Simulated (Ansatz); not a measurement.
# Geometry relaxation of C4H13NO2Si (part 3 of 3)

The same run, continued: C4H13NO2Si; RKS CAM-B3LYP-D4/STO-3G (Ansatz 0.2.0). It belongs to a series of runs on one base structure; here: start relaxed.

Geometry of the input (Å):
```
Si 0.0000  0.0000  0.0000
N  0.0000  0.0000  1.8200
C  -1.2162  -0.3762  2.5550
H  -1.8642  -0.9999  1.9045
H  -0.9378  -0.9533  3.4614
H  -1.7663  0.5401  2.8549
C  1.2162  0.3762  2.5550
H  1.4641  -0.4163  3.2916
H  2.0585  0.4943  1.8418
H  1.0457  1.3351  3.0874
H  1.3768  0.0000  -0.4862
O  -0.7913  1.3709  -0.5594
C  -2.1512  1.4177  -0.9653
H  -2.7687  0.8215  -0.2614
H  -2.5023  2.4707  -0.9639
H  -2.2473  0.9975  -1.9882
O  -0.7913  -1.3709  -0.5594
C  -1.5365  -2.2685  0.2501
H  -1.2251  -2.1576  1.3097
H  -2.6187  -2.0400  0.1571
H  -1.3490  -3.3106  -0.0830
```

## Trajectory as extended XYZ, continued
```
21
Properties=species:S:1:pos:R:3:forces:R:3 step=12 energy=-17598.34447 accepted=F
Si    0.0025    0.0701    0.0431    0.0678   0.0070   0.1121
N    -0.0237   -0.2002    1.7644   -0.1119   0.0243  -0.0793
C    -1.2737    0.0170    2.5363    0.2314  -0.1893   0.0527
H    -2.1396   -0.3565    1.9726   -0.0551   0.0205  -0.0480
H    -1.2136   -0.5532    3.4783   -0.0969   0.0545   0.0613
H    -1.4545    1.0777    2.7931   -0.0211   0.0542   0.0073
C     1.1794    0.1142    2.5725   -0.0170  -0.0318   0.0456
H     1.1892   -0.5056    3.4852    0.0130  -0.0214   0.0108
H     2.0911   -0.1093    1.9993   -0.0118  -0.0098  -0.0331
H     1.2330    1.1719    2.8976   -0.0409   0.0329  -0.0378
H     1.3706    0.3296   -0.3131    0.0168   0.0101  -0.0850
O    -0.8737    1.4485   -0.4442    0.0806  -0.2033  -0.0691
C    -2.2743    1.1765   -0.7188    0.2698   0.2420   0.2833
H    -2.8776    1.1225    0.2038   -0.1643  -0.0917   0.1825
H    -2.6716    2.0130   -1.3093   -0.0697   0.1832  -0.1935
H    -2.4307    0.2510   -1.2867   -0.1054  -0.3625  -0.2394
O    -0.5307   -1.3021   -0.8131    0.0459   0.2807  -0.1666
C    -1.3163   -2.2495   -0.0555    0.1661  -0.0669   0.1096
H    -0.9061   -2.4334    0.9553   -0.0097  -0.0269   0.1063
H    -2.3713   -1.9416    0.0639   -0.1886   0.0731   0.0127
H    -1.3128   -3.2099   -0.6028    0.0010   0.0211  -0.0325
21
Properties=species:S:1:pos:R:3:forces:R:3 step=13 energy=-17598.36110
Si    0.0107    0.0685    0.0423   -0.0024   0.0129  -0.0137
N    -0.0262   -0.2340    1.7601   -0.0125   0.0183   0.0097
C    -1.2743    0.0066    2.5278   -0.0035  -0.0023   0.0083
H    -2.1467   -0.3466    1.9583    0.0029  -0.0019  -0.0077
H    -1.2438   -0.5511    3.4790    0.0005   0.0031   0.0007
H    -1.4367    1.0747    2.7740    0.0006  -0.0027   0.0000
C     1.1717    0.1027    2.5695    0.0028  -0.0026   0.0058
H     1.1895   -0.5077    3.4885    0.0021   0.0008  -0.0019
H     2.0858   -0.1137    1.9969   -0.0016  -0.0058  -0.0060
H     1.2044    1.1664    2.8778    0.0015   0.0041   0.0023
H     1.3776    0.3236   -0.3270    0.0013   0.0013  -0.0033
O    -0.8625    1.4405   -0.4528    0.0020  -0.0118   0.0120
C    -2.2656    1.1752   -0.7148   -0.0121   0.0027   0.0032
H    -2.8665    1.0626    0.2121    0.0079   0.0005  -0.0150
H    -2.6743    2.0411   -1.2674    0.0083  -0.0202   0.0081
H    -2.4283    0.2694   -1.3337    0.0015   0.0096   0.0104
O    -0.5672   -1.2721   -0.8271    0.0001  -0.0212   0.0023
C    -1.3083   -2.2348   -0.0360   -0.0005   0.0073  -0.0085
H    -0.8777   -2.3957    0.9722    0.0010   0.0030  -0.0027
H    -2.3723   -1.9459    0.0985    0.0063   0.0017  -0.0045
H    -1.2941   -3.1990   -0.5765   -0.0062   0.0034   0.0006
21
Properties=species:S:1:pos:R:3:forces:R:3 step=14 energy=-17598.36160
Si    0.0163    0.0686    0.0427   -0.0109  -0.0121   0.0106
N    -0.0264   -0.2263    1.7616    0.0178  -0.0009  -0.0064
C    -1.2757    0.0101    2.5274    0.0055   0.0098  -0.0065
H    -2.1448   -0.3460    1.9549   -0.0076  -0.0003   0.0029
H    -1.2455   -0.5473    3.4786    0.0010  -0.0032   0.0048
H    -1.4418    1.0777    2.7729   -0.0039  -0.0026   0.0022
C     1.1728    0.1045    2.5711   -0.0068   0.0003  -0.0019
H     1.1907   -0.5079    3.4888   -0.0011  -0.0024  -0.0018
H     2.0846   -0.1137    1.9956    0.0034  -0.0009   0.0052
H     1.2095    1.1676    2.8817    0.0020   0.0011   0.0007
H     1.3825    0.3295   -0.3247    0.0034   0.0019  -0.0022
O    -0.8628    1.4342   -0.4558   -0.0046   0.0076   0.0003
C    -2.2666    1.1656   -0.7089    0.0053  -0.0038  -0.0062
H    -2.8632    1.0615    0.2211   -0.0004  -0.0023  -0.0018
H    -2.6779    2.0254   -1.2678   -0.0032  -0.0018  -0.0008
H    -2.4315    0.2545   -1.3191   -0.0018   0.0030   0.0036
O    -0.5470   -1.2793   -0.8259    0.0053   0.0019  -0.0050
C    -1.3104   -2.2300   -0.0421    0.0069   0.0026   0.0009
H    -0.8863   -2.4031    0.9669   -0.0068   0.0008   0.0002
H    -2.3694   -1.9228    0.0891   -0.0013   0.0022   0.0018
H    -1.3117   -3.1919   -0.5865   -0.0024  -0.0010  -0.0007
21
Properties=species:S:1:pos:R:3:forces:R:3 step=15 energy=-17598.36186
Si    0.0198    0.0706    0.0458    0.0052  -0.0036   0.0091
N    -0.0212   -0.2240    1.7647    0.0003   0.0047  -0.0060
C    -1.2704    0.0102    2.5317    0.0033  -0.0022   0.0044
H    -2.1401   -0.3491    1.9620   -0.0009   0.0015  -0.0017
H    -1.2366   -0.5463    3.4835   -0.0011   0.0001   0.0009
H    -1.4397    1.0773    2.7771    0.0014   0.0013  -0.0012
C     1.1777    0.1063    2.5748   -0.0035  -0.0034   0.0011
H     1.1937   -0.5060    3.4926   -0.0010  -0.0005   0.0007
H     2.0904   -0.1134    2.0013    0.0004   0.0004  -0.0025
H     1.2154    1.1694    2.8853    0.0002  -0.0001  -0.0011
H     1.3842    0.3394   -0.3223    0.0008  -0.0007  -0.0015
O    -0.8682    1.4312   -0.4516   -0.0067   0.0053  -0.0011
C    -2.2686    1.1521   -0.7122    0.0069   0.0026   0.0027
H    -2.8686    1.0438    0.2149   -0.0066  -0.0042   0.0047
H    -2.6842    2.0084   -1.2733    0.0000   0.0048  -0.0021
H    -2.4242    0.2401   -1.3228   -0.0002  -0.0046  -0.0063
O    -0.5313   -1.2814   -0.8240   -0.0029  -0.0105   0.0018
C    -1.3188   -2.2197   -0.0489   -0.0062   0.0016   0.0068
H    -0.9079   -2.4022    0.9641    0.0007   0.0024  -0.0067
H    -2.3739   -1.8949    0.0736    0.0076  -0.0016  -0.0022
H    -1.3320   -3.1809   -0.5946    0.0024   0.0067   0.0005
21
Properties=species:S:1:pos:R:3:forces:R:3 step=16 energy=-17598.36201
Si    0.0199    0.0728    0.0483    0.0024  -0.0024   0.0004
N    -0.0198   -0.2224    1.7669   -0.0049   0.0035  -0.0022
C    -1.2675    0.0133    2.5357    0.0005  -0.0022  -0.0003
H    -2.1388   -0.3428    1.9662    0.0009   0.0010  -0.0005
H    -1.2341   -0.5448    3.4865   -0.0015   0.0016  -0.0004
H    -1.4341    1.0805    2.7826    0.0013   0.0010   0.0007
C     1.1805    0.1040    2.5763    0.0021  -0.0022  -0.0004
H     1.1955   -0.5092    3.4935    0.0008  -0.0005   0.0004
H     2.0922   -0.1173    2.0018   -0.0003  -0.0009  -0.0008
H     1.2213    1.1667    2.8877   -0.0010   0.0003  -0.0001
H     1.3834    0.3455   -0.3207   -0.0013  -0.0006  -0.0010
O    -0.8740    1.4309   -0.4464   -0.0067  -0.0002   0.0014
C    -2.2711    1.1448   -0.7170    0.0070   0.0052   0.0027
H    -2.8757    1.0232    0.2057   -0.0031  -0.0045   0.0015
H    -2.6894    2.0038   -1.2719   -0.0005   0.0053  -0.0009
H    -2.4175    0.2380   -1.3376    0.0010  -0.0051  -0.0036
O    -0.5256   -1.2813   -0.8222   -0.0006  -0.0041   0.0034
C    -1.3217   -2.2149   -0.0500   -0.0041  -0.0012   0.0017
H    -0.9150   -2.3999    0.9642   -0.0031   0.0032  -0.0044
H    -2.3754   -1.8844    0.0682    0.0098  -0.0028   0.0013
H    -1.3378   -3.1758   -0.5961    0.0012   0.0054   0.0012
21
Properties=species:S:1:pos:R:3:forces:R:3 step=17 energy=-17598.36193 accepted=F
Si    0.0183    0.0841    0.0587   -0.0055   0.0035  -0.0282
N    -0.0158   -0.2137    1.7760   -0.0047   0.0019   0.0110
C    -1.2573    0.0320    2.5515   -0.0027   0.0034  -0.0019
H    -2.1359   -0.3061    1.9817    0.0106   0.0032   0.0042
H    -1.2287   -0.5352    3.4972   -0.0010   0.0013  -0.0025
H    -1.4078    1.0994    2.8088    0.0008  -0.0058  -0.0028
C     1.1929    0.0893    2.5814    0.0022   0.0043   0.0027
H     1.2043   -0.5311    3.4939   -0.0002  -0.0004   0.0006
H     2.0988   -0.1403    2.0008   -0.0057   0.0009  -0.0004
H     1.2501    1.1491    2.9009   -0.0009  -0.0076  -0.0026
H     1.3771    0.3745   -0.3151   -0.0060  -0.0016   0.0018
O    -0.9017    1.4317   -0.4214   -0.0428  -0.0342   0.0036
C    -2.2828    1.1139   -0.7398   -0.0297  -0.0478   0.0164
H    -2.9065    0.9211    0.1615    0.0660   0.0231  -0.0902
H    -2.7158    1.9896   -1.2581    0.0031  -0.0372   0.0167
H    -2.3843    0.2351   -1.4127    0.0103   0.0863   0.0623
O    -0.5036   -1.2785   -0.8142   -0.0125  -0.0086   0.0265
C    -1.3299   -2.1956   -0.0520   -0.0015   0.0131  -0.0058
H    -0.9415   -2.3858    0.9685    0.0017   0.0025  -0.0084
H    -2.3791   -1.8458    0.0507    0.0158  -0.0053  -0.0042
H    -1.3554   -3.1571   -0.5965    0.0028   0.0052   0.0014
21
Properties=species:S:1:pos:R:3:forces:R:3 step=18 energy=-17598.36231
Si    0.0177    0.0787    0.0528   -0.0006   0.0036  -0.0094
N    -0.0193   -0.2179    1.7707   -0.0001   0.0010   0.0059
C    -1.2634    0.0248    2.5430   -0.0022  -0.0001  -0.0022
H    -2.1387   -0.3207    1.9729    0.0010   0.0003   0.0009
H    -1.2337   -0.5383    3.4911    0.0001   0.0015  -0.0017
H    -1.4202    1.0923    2.7952    0.0012  -0.0006   0.0002
C     1.1859    0.0941    2.5783   -0.0001  -0.0007  -0.0026
H     1.1987   -0.5238    3.4924    0.0002   0.0007  -0.0009
H     2.0940   -0.1320    1.9998   -0.0003  -0.0002   0.0006
H     1.2364    1.1550    2.8948   -0.0001  -0.0022   0.0002
H     1.3789    0.3596   -0.3188   -0.0019   0.0001   0.0003
O    -0.8885    1.4324   -0.4337   -0.0052  -0.0095   0.0030
C    -2.2777    1.1317   -0.7283   -0.0016  -0.0055   0.0032
H    -2.8916    0.9743    0.1832    0.0062   0.0021  -0.0091
H    -2.7029    1.9995   -1.2642    0.0003  -0.0037   0.0021
H    -2.4023    0.2396   -1.3753    0.0024   0.0090   0.0041
O    -0.5171   -1.2793   -0.8186    0.0027   0.0073   0.0057
C    -1.3228   -2.2072   -0.0494    0.0018  -0.0007  -0.0043
H    -0.9229   -2.3914    0.9675   -0.0008   0.0000   0.0020
H    -2.3754   -1.8718    0.0617   -0.0018   0.0001   0.0012
H    -1.3396   -3.1690   -0.5935   -0.0011  -0.0026   0.0007
```

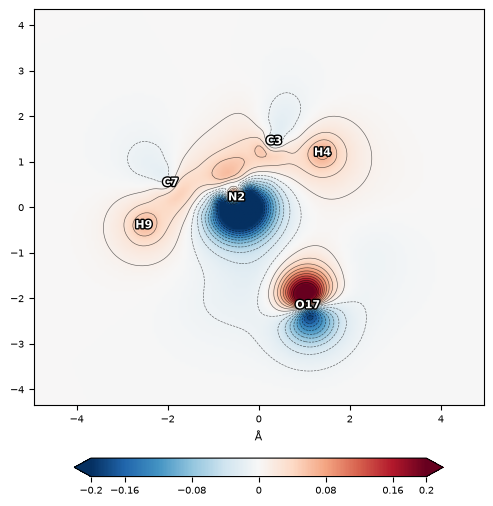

*One frontier orbital on the plane of atoms C3, N2 and C7 (values in Å⁻³ᐟ²; the overall sign is arbitrary).*

The HOMO, at −4.82 eV.

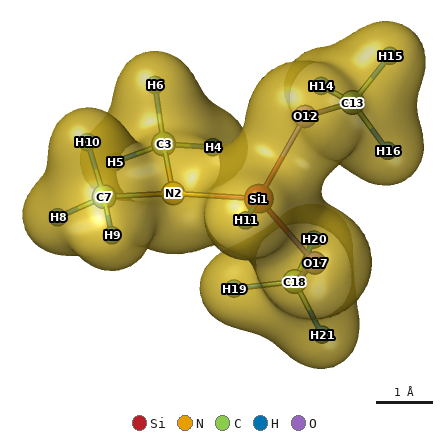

*Isosurface of the total electron density at 0.2 e/Å³ (yellow), seen at a tilt.*

At this value the surface is in one piece. On the grid the lowest density along these lines, outside the cores, is 1.6 e/Å³ (C–O, 1.45 Å), 1.7 e/Å³ (C–N, 1.48 Å), 0.8 e/Å³ (Si–O, 1.70 Å) and 0.8 e/Å³ (Si–N, 1.74 Å).

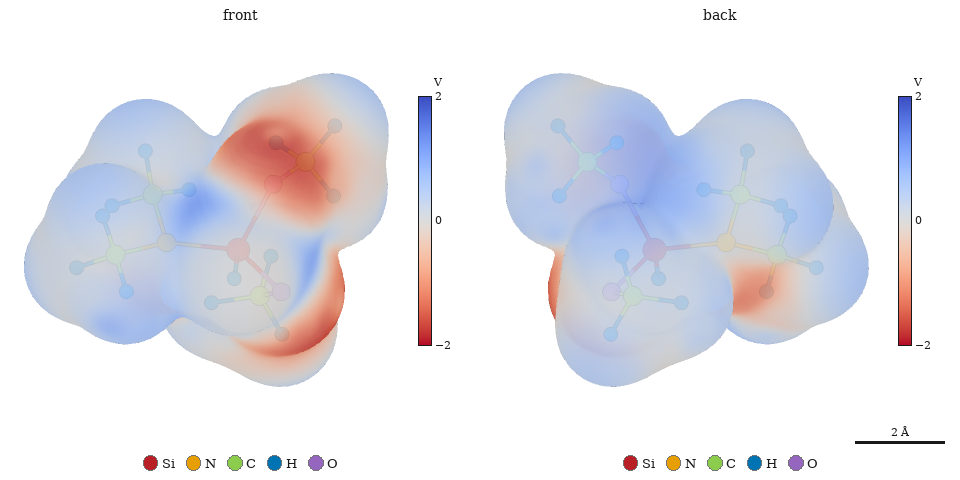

*The electrostatic potential painted on the density surface at 0.002 e/bohr³, seen at a tilt and from behind; red is negative and blue positive.*

A positive charge is drawn to the negative regions and a negative charge to the positive ones.

## Summary

```csv
quantity,value
outcome,converged
total energy,−17598.3624 eV
mean-field energy,−17597.9015 eV
largest force (length of the vector) at the end,0.011 eV/Å
wall time,1.8 min
peak memory,0.22 GiB
```
